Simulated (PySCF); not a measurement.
Bond stretch in H₃FSi, SMILES F[SiH3]. The Si1–F5 bond (Si1 also carries H, H, H; F5 carries nothing else) is varied alone, starting from the PBE0/def2-TZVP optimised geometry.

- RKS-PBE0 = restricted PBE0/6-31G in PySCF
- UKS-TPSSh = unrestricted TPSSh/6-31G run with PySCF
- UKS-BLYP = unrestricted BLYP/6-31G (PySCF)

Magnitude of the dipole moment (D; its direction can reverse along the curve, and a method can change to another solution) and Mulliken charge of the fragment that holds Si1:

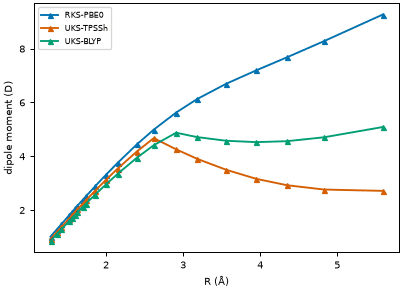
Fig. 1. Dipole moment against bond length.

| R / Å | μ RKS-PBE0 | q RKS-PBE0 | μ UKS-TPSSh | q UKS-TPSSh | μ UKS-BLYP | q UKS-BLYP |
|---|---|---|---|---|---|---|
| 1.28 | 1.01 | 0.53 | 0.92 | 0.52 | 0.86 | 0.48 |
| 1.36 | 1.27 | 0.51 | 1.17 | 0.50 | 1.10 | 0.46 |
| 1.42 | 1.47 | 0.50 | 1.36 | 0.49 | 1.28 | 0.45 |
| 1.52 | 1.80 | 0.49 | 1.68 | 0.48 | 1.59 | 0.44 |
| 1.56 | 1.93 | 0.49 | 1.81 | 0.48 | 1.71 | 0.43 |
| 1.60 | 2.06 | 0.49 | 1.93 | 0.47 | 1.83 | 0.43 |
| 1.63 | 2.16 | 0.48 | 2.03 | 0.47 | 1.92 | 0.43 |
| 1.70 | 2.39 | 0.48 | 2.24 | 0.47 | 2.12 | 0.42 |
| 1.74 | 2.51 | 0.48 | 2.36 | 0.46 | 2.24 | 0.42 |
| 1.86 | 2.89 | 0.47 | 2.72 | 0.45 | 2.58 | 0.41 |
| 2.00 | 3.31 | 0.46 | 3.13 | 0.44 | 2.96 | 0.40 |
| 2.15 | 3.75 | 0.45 | 3.54 | 0.43 | 3.34 | 0.39 |
| 2.40 | 4.44 | 0.43 | 4.18 | 0.41 | 3.94 | 0.37 |
| 2.62 | 4.99 | 0.41 | 4.68 | 0.39 | 4.41 | 0.36 |
| 2.91 | 5.63 | 0.40 | 4.26 | 0.31 | 4.88 | 0.34 |
| 3.18 | 6.12 | 0.39 | 3.91 | 0.26 | 4.71 | 0.30 |
| 3.56 | 6.70 | 0.38 | 3.50 | 0.21 | 4.58 | 0.27 |
| 3.95 | 7.20 | 0.38 | 3.16 | 0.17 | 4.53 | 0.24 |
| 4.35 | 7.68 | 0.37 | 2.92 | 0.15 | 4.56 | 0.23 |
| 4.83 | 8.28 | 0.37 | 2.76 | 0.13 | 4.71 | 0.21 |
| 5.59 | 9.27 | 0.35 | 2.71 | 0.11 | 5.09 | 0.20 |

At the longest distance RKS-PBE0, UKS-TPSSh, UKS-BLYP leaves fractional charges on the fragments, a sign of delocalisation error or of the restricted form. The restricted form behind RKS-PBE0 keeps the bonding electrons paired and can't separate into open-shell fragments. The unrestricted determinant behind UKS-TPSSh is spin-contaminated at 2.91 to 5.59 Å (<S²> up to 0.9, against 0.00 for a pure singlet). The unrestricted determinant behind UKS-BLYP is spin-contaminated at 2.91 to 5.59 Å (<S²> up to 0.8, against 0.00 for a pure singlet).
